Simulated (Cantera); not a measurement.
Feed: 1 mol Ti(OiPr)4, 5.5 mol CH4, 2.3 mol H2, at 43.0 mbar.

Equilibrium computed with Cantera from the NASA thermochemical tables; the gas is ideal and each condensed phase is pure. Candidate condensed phases: C, C6H6, C7H8, C8H18, H2O, Ti, TiC, TiO, TiO2, Ti2O3, Ti3O5, Ti4O7; 113 gas species. The feed counts by its element totals alone. TiC: taken at fixed stoichiometry. Condensed phases not in the tables: Magnéli phases beyond Ti4O7. The numbers say what is thermodynamically allowed, not how fast it happens.

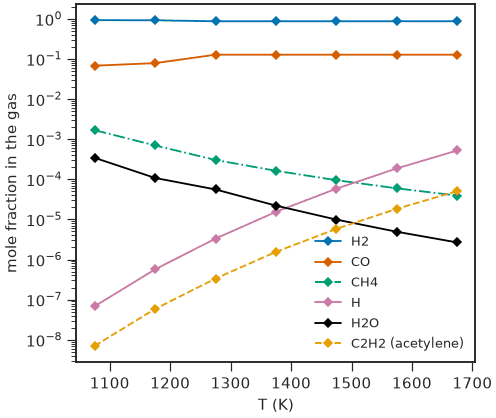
Fig. 1. Equilibrium gas composition (values under 1e-9 drawn at 1e-9)

At 1075 K the condensed part is C(graphite) + TiO2(rutile). At 1175 K the condensed part is C(graphite) + Ti3O5(s). From 1275 K to 1675 K the condensed part is C(graphite) + TiC(s).
